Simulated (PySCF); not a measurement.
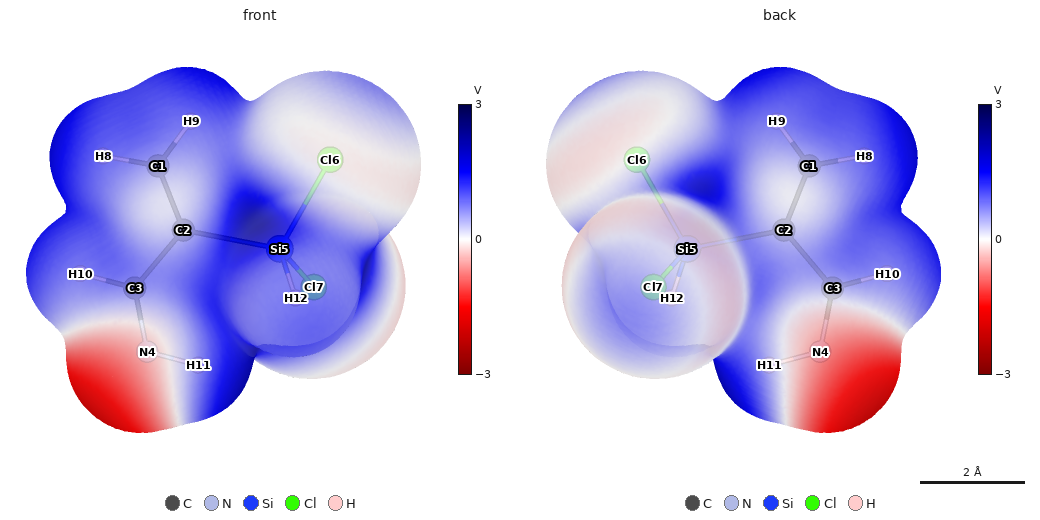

The picture shows: C3H5Cl2NSi (SMILES [H]/N=C\C(=C)[SiH](Cl)Cl). The electrostatic potential painted on the density surface at 0.004 e/bohr³, seen from the front and from behind; red is negative and blue positive.

Geometry: GFN2-xTB.

All numbers below come from PBE0/def2-SVPD, SCF density, gas phase (PySCF 2.14.0).

```xyz
12

C    -0.0446    1.7509   -0.0065
C    -0.1696    0.4215    0.0305
C    -1.5213   -0.1544    0.0631
N    -1.8682   -1.3620    0.0731
Si    1.3350   -0.7385    0.0429
Cl    3.0136    0.3741    0.1741
Cl    1.3826   -1.8116   -1.6694
H    -0.9073    2.4000   -0.0125
H     0.9160    2.2375   -0.0332
H    -2.3334    0.5699    0.0810
H    -1.1087   -2.0405    0.0477
H     1.3070   -1.6477    1.1832
```

> Where is the surface potential most negative and most positive?

The most negative region (about −2.1 V, or −48 kcal/mol for a unit charge) lies over N4, the most positive (about +2.2 V, or +51 kcal/mol for a unit charge) over Si5 and H11. Cl6 shows a σ-hole: about +0.7 V, or +16 kcal/mol for a unit charge at the tip opposite its bond, against about +0.3 V on its flanks. Cl7 shows a σ-hole: about +0.6 V, or +14 kcal/mol for a unit charge at the tip opposite its bond, against about −0.1 V on its flanks. N4 is the likeliest acceptor of a hydrogen bond.

> How polar is the molecule by this calculation?

Its dipole moment is 2.14 D.
